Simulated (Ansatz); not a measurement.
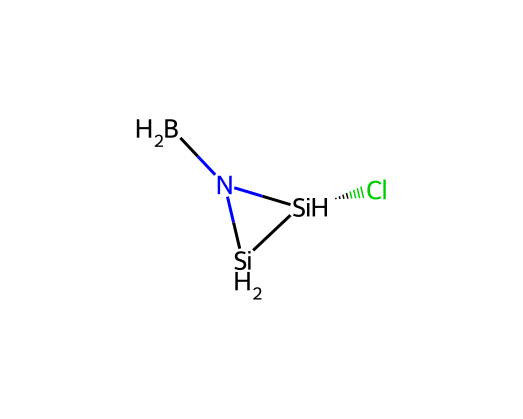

Computed geometry: PBE0-D4/def2-TZVP optimisation. Properties computed with RKS CAM-B3LYP-D4/def2-TZVPP (Ansatz 0.2.0).

Predict the main results.

The species is BClH₅NSi₂ (`BN1[SiH2][Si@H]1Cl`).
- HOMO energy (Kohn–Sham orbital): −8.75 eV
- LUMO energy (Kohn–Sham orbital): −0.07 eV
- HOMO–LUMO gap: 8.68 eV
- dispersion correction: −24.6 kJ/mol
